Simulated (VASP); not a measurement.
```xyz
2
Lattice="0.0000 2.3273 2.3273 2.3273 0.0000 2.3273 2.3273 2.3273 0.0000" Properties=species:S:1:pos:R:3 pbc="T T T"
Cd     0.0000     0.0000     0.0000
O      2.3273     2.3273     2.3273
```

All values below come from LDA (Ceperley-Alder, Perdew-Zunger), VASP's LDA PAW potentials (set 64) (plane waves; VASP). Run with 520 eV cut-off, 15×15×15 Γ-centred mesh, tetrahedra with Blöchl corrections, potentials Cd O.

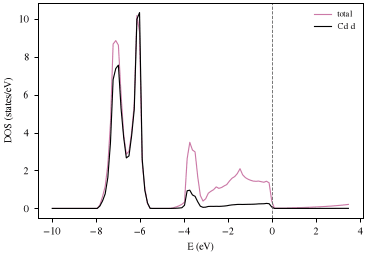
Fig. 1. Total and projected density of states, zero at the Fermi level

Within 2 eV below the Fermi level the largest weight inside VASP's projection spheres is O p, then Cd d.

It has no gap at this level: it comes out as a metal or semimetal.

The structure comes from a computed database's CdO entry (Fm-3m); how it stands against other phases isn't given here. It was relaxed first.
